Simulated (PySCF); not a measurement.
# C₃H₁₁BO₂Si₂: what the fields show

```yaml
atoms:
  - { symbol: B, position_ang: [-2.2801, 1.3834, -0.2915] }
  - { symbol: C, position_ang: [-1.4727, 0.9163, 0.9398] }
  - { symbol: Si, position_ang: [-0.1108, -0.2117, 0.2132] }
  - { symbol: C, position_ang: [-0.7608, -1.8139, -0.5709] }
  - { symbol: C, position_ang: [1.2948, -0.5517, 1.4986] }
  - { symbol: O, position_ang: [2.4978, -0.0614, 0.9302] }
  - { symbol: Si, position_ang: [2.4326, 0.6955, -0.5043] }
  - { symbol: O, position_ang: [0.8265, 0.5831, -0.8607] }
  - { symbol: H, position_ang: [-2.0601, 2.4125, -0.7987] }
  - { symbol: H, position_ang: [-3.1085, 0.6860, -0.7361] }
  - { symbol: H, position_ang: [-1.0005, 1.7169, 1.5049] }
  - { symbol: H, position_ang: [-2.0345, 0.2928, 1.6309] }
  - { symbol: H, position_ang: [-1.3322, -1.5861, -1.4654] }
  - { symbol: H, position_ang: [0.0445, -2.4855, -0.8547] }
  - { symbol: H, position_ang: [-1.4171, -2.3463, 0.1098] }
  - { symbol: H, position_ang: [1.4389, -1.6146, 1.7058] }
  - { symbol: H, position_ang: [1.1539, -0.0485, 2.4590] }
  - { symbol: H, position_ang: [2.7313, 2.1107, -0.3755] }
  - { symbol: H, position_ang: [3.1470, -0.0683, -1.5117] }
```

Geometry: GFN2-xTB.

Method: PySCF, PBE0/pcSseg-1, SCF density, gas phase, non-relativistic.

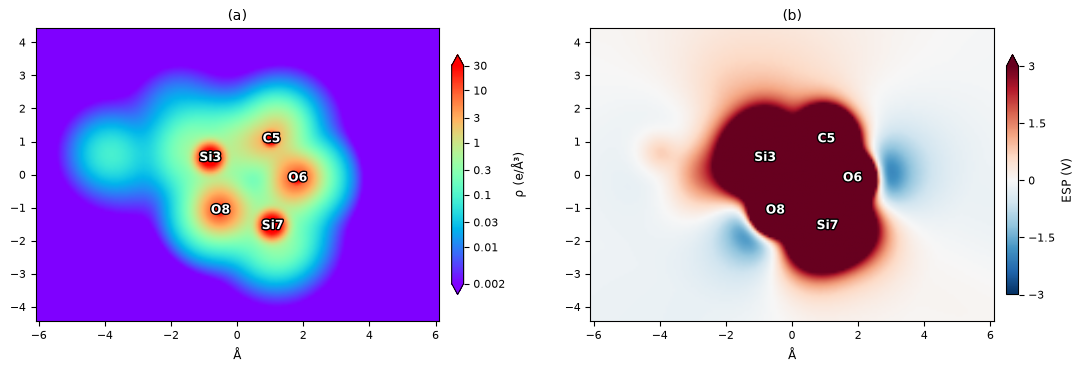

Figure 1. (a) total electron density; (b) electrostatic potential on the plane of atoms Si3, C5 and O6.

### What does the map show?

The plane passes through Si, C and O nuclei. C–O (1.42 Å): ρ is about 2 e/Å³ halfway, with its minimum of 1.7 e/Å³ about 0.5 Å from C. Si–O (1.62 Å): ρ is about 1.2 e/Å³ halfway. Outside the dense part of the molecule the potential is most negative (−1.9 V) near O6.

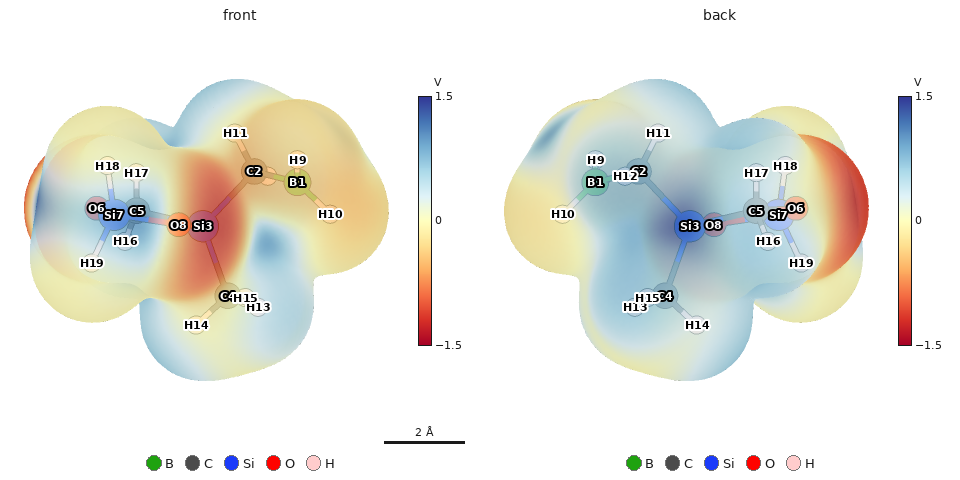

Figure 2. The electrostatic potential painted on the density surface at 0.001 e/bohr³, seen from the front and from behind; the colour scale runs from red (negative) to blue (positive).

### Describe the electrostatic potential map.

The most negative region (about −1.2 V) lies over O6, the most positive (about +1.1 V) over Si3 and Si7. O6 is the likeliest acceptor of a hydrogen bond.

### What dipole moment does the calculation give?

Its dipole moment is 1.54 D.
